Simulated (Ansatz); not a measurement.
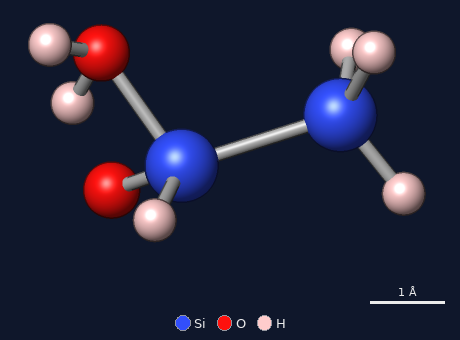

Starting structure of Si2H6O2. A ball-and-stick model, seen face on.

These are results of RKS BLYP-D4/def2-SVP (Ansatz 0.2.0), not measurements.

Input file:
```yaml
crystal:
  periodic: [false, false, false]
  atoms:
    - {symbol: Si, position_ang: [-0.645788, -0.002648, -0.461727]}
    - {symbol: O, position_ang: [0.723295, 0.992952, -1.292617]}
    - {symbol: O, position_ang: [-0.510521, -0.835154, -1.820768]}
    - {symbol: H, position_ang: [0.376086, 0.221939, -2.007809]}
    - {symbol: H, position_ang: [-1.861612, 1.026098, -0.404538]}
    - {symbol: Si, position_ang: [0.155991, -0.750284, 1.541743]}
    - {symbol: H, position_ang: [0.504075, 1.960948, -1.657795]}
    - {symbol: H, position_ang: [0.506164, 0.408248, 2.481012]}
    - {symbol: H, position_ang: [-0.734993, -1.618300, 2.158443]}
    - {symbol: H, position_ang: [1.425509, -1.469204, 1.372779]}
basis:
  gaussian: {orbitals: def2-SVP}
hamiltonian: {xc: {name: BLYP}, dispersion: d4}
saddle:
  f_tol: 0.1
  max_steps: 40
  mode_guess:
    - [-0.2160, -0.2483, 0.0035]
    - [0.0832, -0.0895, -0.1336]
    - [-0.3642, -0.2666, 0.1489]
    - [0.4551, 0.6311, 0.0933]
    - [0.0079, 0.0243, -0.0076]
    - [-0.0035, 0.0071, 0.0030]
    - [0.0112, -0.0872, -0.0821]
    - [0.0010, 0.0084, 0.0052]
    - [0.0238, -0.0116, 0.0112]
    - [0.0017, 0.0321, -0.0419]
```

Command:
```bash
ansatz run in.yaml --threads 4 --pin off --events-out ev --progress --plain --max-ram 9574MiB
```

Where does the saddle-point search end?

H9 moves most after the best rigid fit: 0.11 Å. By element the largest moves are H 0.11 Å, O 0.08 Å, Si 0.07 Å. Some distances before and after: O3–H4 1.392 → 1.537 Å, Si6–H9 1.388 → 1.502 Å, Si1–Si6 2.284 → 2.366 Å, Si1–H5 1.594 → 1.512 Å. Among the angles between lasting bonds that change: O3–Si1–H5 115.5° → 121.3°, H8–Si6–H10 104.1° → 109.5°, H5–Si1–Si6 116.6° → 112.8°. The energy falls by 9.70 kcal/mol in 6 geometry steps. Largest force component: 3.8 eV/Å at the start, 0.006 eV/Å at the end. The run took 26 s on 4 threads of Intel Xeon Platinum 8488C, on a shared host.

The structure at the end:

```xyz
10

Si   -0.7039   -0.0045   -0.5021
O     0.7491    1.0474   -1.3029
O    -0.5759   -0.8723   -1.8449
H     0.4610    0.2500   -2.0159
H    -1.7932    1.0313   -0.3358
Si    0.1845   -0.7397    1.5637
H     0.4947    1.9203   -1.6758
H     0.4305    0.4327    2.4725
H    -0.7839   -1.6702    2.2361
H     1.4753   -1.4603    1.3140
```

The end point in the same view:

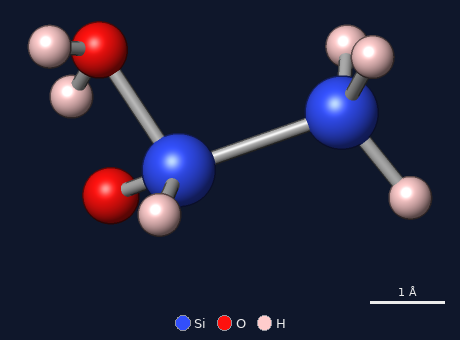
